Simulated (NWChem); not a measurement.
**ZnNH3 (SMILES [NH2][ZnH]): TPSSh/pcseg-0**

Aim: the vertical ionisation energy of ZnNH3 at TPSSh/pcseg-0, from 2 runs. 

The results are computed with NWChem 7.3.0.

## 1. Starting point

ZnNH3 has 5 atoms, charge 0, and is taken as a singlet. SMILES: `[NH2][ZnH]`. Geometry: relaxed at PBE0-D4/def2-TZVP.

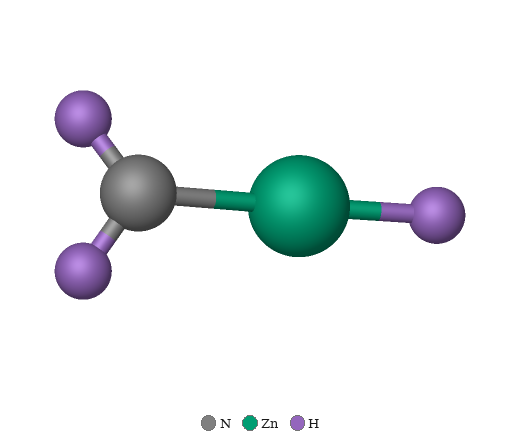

Viewed from a chosen angle; nitrogen grey, zinc teal, hydrogen purple.

## 2. A single-point energy at TPSSh/pcseg-0

File h3nzn.nw:

```
start h3nzn
memory total 2200 mb

geometry noautosym nocenter noautoz
  N     -0.144000    -0.833800    -0.065600
  Zn     0.344900     0.915600    -0.097400
  H     -1.046100    -1.111100    -0.422600
  H      0.073200    -1.402700     0.739000
  H      0.822000     2.358500    -0.194900
end

basis spherical bse
  N library pcseg-0
  Zn library pcseg-0
  H library pcseg-0
end

dft
  xc xctpssh
  grid fine
  convergence energy 1e-08
  maxiter 100
  mulliken
  print low
end

task dft energy
```

Command:

```bash
$ nwchem h3nzn.nw > h3nzn.out
```

Standard output:

```text
[...]
 d= 0,ls=0.0,diis     1  -1831.7682869158 -1.93D+03  3.45D-02  4.37D-01     0.6
[...]
 d= 0,ls=0.0,diis     8  -1831.8317454818 -1.32D-09  1.91D-06  6.42D-09     3.3
         Total DFT energy =    -1831.831745481790
      One electron energy =    -2737.688681101608
           Coulomb energy =      891.426223879919
    Exchange-Corr. energy =      -79.011466505269
 Nuclear repulsion energy =       93.442178245168
[...]
      Total Density - Mulliken Population Analysis
     ---------------------------------------------
    Atom       Charge   Shell Charges
 -----------   ------   -------------------------------------------------------
    1 N    7     8.00   1.98  0.87  0.80  1.70  2.65
    2 Zn  30    29.18   2.00  2.00  2.00  0.81  0.16  5.99  5.55  0.76  7.09  2.80
    3 H    1     0.74   0.57  0.17
    4 H    1     0.74   0.57  0.17
    5 H    1     1.34   0.53  0.81
[...]
```

Run time: 4.2 s. Hardware: 1 thread of Intel Xeon Platinum 8488C (Sapphire Rapids), shared host; peak memory 0.11 GiB.

## 3. The doublet cation at the same level

File h3nzn.nw:

```
start h3nzn
memory 2200 mb
charge 1
geometry units atomic noautosym nocenter noautoz
  N   -0.27212056  -1.57565364  -0.12396603
  Zn   0.65176654   1.73023324  -0.18405932
  H   -1.97684250  -2.09967470  -0.79859826
  H    0.13832795  -2.65071884   1.39650761
  H    1.55335487   4.45691906  -0.36830762
end
basis "ao basis" spherical bse
  * library pcseg-0
end
dft
  xc xctpssh
  mult 2
  grid fine
  convergence energy 1e-08
  maxiter 100
  mulliken
  print low
end
task dft energy
```

Command:

```bash
$ nwchem h3nzn.nw > h3nzn.out
```

Standard output:

```text
[...]
 d= 0,ls=0.0,diis     1  -1830.9624574169 -1.92D+03  1.17D-01  2.62D+00     0.8
[...]
 d= 0,ls=0.5,diis    54  -1831.5195273381 -9.21D-09  5.43D-08  1.14D-08    33.9
[...]
         Total DFT energy =    -1831.519527345424
      One electron energy =    -2726.127620351124
           Coulomb energy =      879.848767490986
    Exchange-Corr. energy =      -78.682846050701
 Nuclear repulsion energy =       93.442171565415
[...]
      Total Density - Mulliken Population Analysis
     ---------------------------------------------
    Atom       Charge   Shell Charges
 -----------   ------   -------------------------------------------------------
    1 N    7     7.56   1.98  0.96  0.77  1.65  2.20
    2 Zn  30    29.09   2.00  2.00  2.00  0.88  0.08  5.99  5.55  0.70  7.10  2.79
    3 H    1     0.60   0.54  0.06
    4 H    1     0.60   0.54  0.06
    5 H    1     1.15   0.51  0.63
[...]
      <S2> =      0.7526 (Exact =     0.7500)
[...]
```

Run time: 35 s. Hardware: 1 thread of Intel Xeon Platinum 8488C (Sapphire Rapids), shared host; peak memory 0.11 GiB.

## 4. Summary of results

At TPSSh/pcseg-0:

```
                                          quantity           value
                       singlet ZnNH3: total energy  -1831.83175 Eh
                      doublet cation: total energy  -1831.51953 Eh
                              doublet cation: ⟨S²⟩           0.753
vertical ionisation energy (to the doublet cation)        8.496 eV
```

In words: Removing an electron at fixed nuclei costs 8.50 eV (820 kJ/mol). Mulliken charges (singlet ZnNH3) run from -1.00 on N1 to +0.82 on Zn2; they depend strongly on the basis. Mulliken charges (doublet cation) run from -0.56 on N1 to +0.91 on Zn2; they depend strongly on the basis.
